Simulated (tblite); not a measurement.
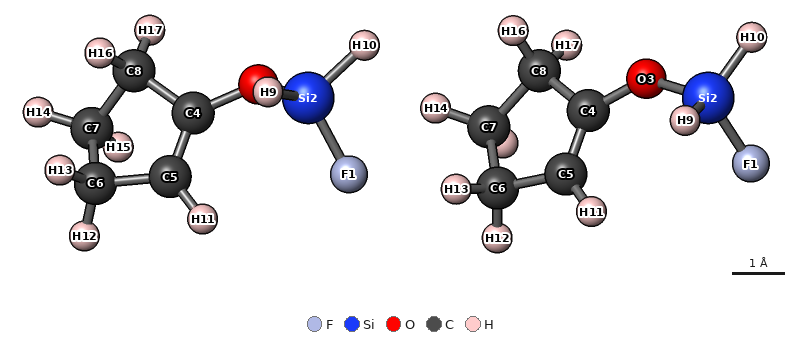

Two geometries of C5H9FOSi, drawn at one scale. One is the start of a relaxation, the other its converged end. The picture is a ball-and-stick view, seen at a tilt.

These are results of GFN2-xTB geometry optimisation, gas phase in tblite, not measurements. 

> Which one is relaxed?

The right one is the relaxed one. After 103 geometry steps the energy has fallen by 68.4 kJ/mol. The atom that moves furthest after the best rigid fit is H9 (0.66 Å). By element the largest moves are H 0.66 Å, O 0.51 Å, F 0.42 Å, C 0.24 Å, Si 0.06 Å. Near-neighbour distances that change, for instance: Si2–O3 1.709 → 1.611 Å, F1–Si2 1.676 → 1.609 Å, Si2–H10 1.488 → 1.445 Å, O3–C4 1.390 → 1.351 Å. Bond angles that change, for instance: H9–Si2–H10 106.1° → 119.7°, Si2–O3–C4 124.8° → 135.5°, O3–Si2–H10 110.9° → 101.0°. Groups turn about O3–C4 by about 40°, C7–C8 by about 25°, C6–C7 by about 25°. The run took 1.2 s on 1 thread of Arm Neoverse N1, on a shared host.
